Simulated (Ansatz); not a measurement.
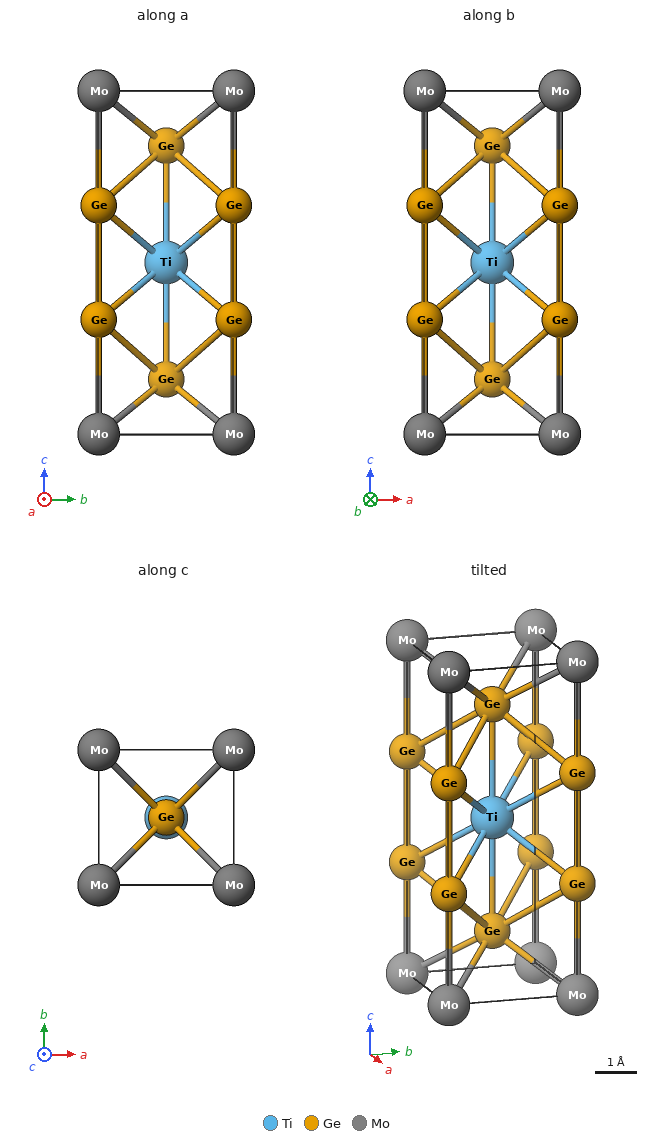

An orthographic ball-and-stick view of the structure, along the a axis, along the b axis, along the c axis and slightly off an axis. The edges of the conventional unit cell are marked.

Lattice parameters: a = 3.3425 Å, b = 3.3425 Å, c = 8.4954 Å, α = 90.000°, β = 90.000°, γ = 90.000°.

Convert the drawing into a CIF in P1 with every atom of the cell, with free fractional coordinates to two decimals.

Answer.
```cif
data_structure
_symmetry_space_group_name_H-M 'P 1'
_symmetry_Int_Tables_number 1
_cell_length_a 3.3425
_cell_length_b 3.3425
_cell_length_c 8.4954
_cell_angle_alpha 90.000
_cell_angle_beta 90.000
_cell_angle_gamma 90.000
_cell_volume 94.91
loop_
_atom_site_label
_atom_site_type_symbol
_atom_site_fract_x
_atom_site_fract_y
_atom_site_fract_z
_atom_site_occupancy
Ti1 Ti 0.50 0.50 0.50 1
Ge1 Ge 0.00 0.00 0.67 1
Ge2 Ge 0.50 0.50 0.16 1
Ge3 Ge 0.00 0.00 0.33 1
Ge4 Ge 0.50 0.50 0.84 1
Mo1 Mo 0.00 0.00 0.00 1
```

Provenance: a structure type filled with these elements by a generator (whether the compound takes this form wasn't checked). Earlier steps of the study, as a rule a relaxation of our own, may have changed the cell and positions, so they can lie some per cent off the listed ones. It was run through Ansatz as a DFT input.
